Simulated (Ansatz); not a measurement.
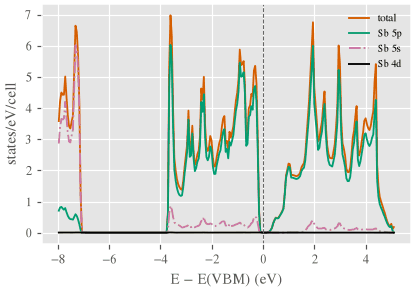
*Total and projected density of states of Sb in space group I-43m (No. 217; Sb on 8c), PBE+D3(BJ) in the plane-wave PAW code Ansatz*

Q: Which orbitals carry the states next to the gap?

A: Top 1 eV of the valence band: Sb 5p 91 %, Sb 5s 7 %. Bottom 1 eV of the conduction band: Sb 5p 96 %. Projections are on Löwdin-orthogonalised atomic valence shells; empty p or d shells of many metals are not among them.

Q: Where is the tallest occupied peak in this window, and what makes it?

A: Near -3.6 eV, about 7.0 states/eV per cell; the largest projected share is Sb 5p.

The start of the workflow was typed in or built on a structure type; neither database checked (COD, Materials Project) lists it. It is not the phase usual at ambient conditions (space group No. 166). The PBE+D3(BJ) relaxation kept the symmetry of its start; its stability against distortions is not shown here. Scalar-relativistic: spin–orbit coupling is off unless named, which matters more the heavier the elements.

Potentials: the later of the program's two PAW sets.
